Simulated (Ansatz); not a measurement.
**CH₃BrOSSi: basis-set convergence**

Aim: see how fast density functionals converge with the basis set for CH₃BrOSSi.

The runs use Ansatz 0.2.0, Gaussian basis; one geometry, several basis sets.

Plan: PBE0-D4/def2-SVP; ωB97M-V/def2-SVP; PBE0-D4/def2-QZVPP; ωB97M-V/def2-QZVPP; the functionals' def2-TZVPP values are taken from earlier runs.

### 1 The geometry

All runs share one geometry, relaxed beforehand with PBE0-D4 in a triple-zeta def2 set.

8 atoms, charge 0, spin multiplicity 1.

Atoms are counted from 1 here; the program's logs count them from 0.

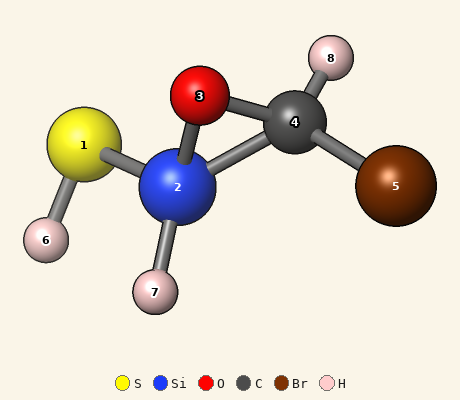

The geometry (sulfur yellow, silicon blue, oxygen red, carbon dark grey, bromine brown, hydrogen pink); atoms are numbered from 1 in the order of the file.

Geometry (Å):

```xyz
8
CH3BrOSSi
S     0.33711    2.23701    0.61563
Si    0.06839    0.15353    0.47611
O     1.21974   -0.67206   -0.39679
C    -0.05330   -0.75293   -1.07647
Br   -0.79503   -2.53381   -1.16229
H    -0.23894    2.28848    1.82889
H    -0.41033   -0.43411    1.74031
H    -0.03545   -0.34312   -2.08108
```

### 2 PBE0-D4 in def2-SVP

File in.yaml:

```yaml
crystal:
  periodic: [false, false, false]
  atoms:
    - {symbol: S, position_ang: [0.337112, 2.237015, 0.615628]}
    - {symbol: Si, position_ang: [0.068385, 0.153531, 0.476108]}
    - {symbol: O, position_ang: [1.219740, -0.672063, -0.396790]}
    - {symbol: C, position_ang: [-0.053298, -0.752930, -1.076470]}
    - {symbol: Br, position_ang: [-0.795028, -2.533809, -1.162292]}
    - {symbol: H, position_ang: [-0.238939, 2.288480, 1.828886]}
    - {symbol: H, position_ang: [-0.410327, -0.434111, 1.740313]}
    - {symbol: H, position_ang: [-0.035446, -0.343115, -2.081083]}
basis:
  gaussian: {orbitals: def2-SVP}
hamiltonian: {xc: pbe0, dispersion: d4}
output: {orbitals: {seedname: orbitals}}
```

Run with:

```sh
$ ansatz run in.yaml --threads 4 --pin off --events-out ev --progress --plain --max-ram 10444MiB
```

The runs that follow: ωB97M-V in def2-SVP; PBE0-D4 in def2-QZVPP; ωB97M-V in def2-QZVPP.

Before running them: what should the planned runs give, taken together? Wanted: PBE0-D4: double and triple zeta above quadruple; ωB97M-V: double and triple zeta above quadruple.

As calculated:

| quantity | value |
| --- | --- |
| PBE0-D4: double and triple zeta above quadruple | 21.21, 2.21 eV |
| ωB97M-V: double and triple zeta above quadruple | 21.14, 2.11 eV |

**Reading.** For PBE0-D4 the step from double to triple zeta gains 19.00 eV and the next only 2.21 eV. These are total energies; as a rule much of such shifts cancels in differences, which this series doesn't test. The LUMO of ωB97M-V is positive and keeps falling with the basis (1.55 to 0.90 eV): an unbound level that the basis holds in place.
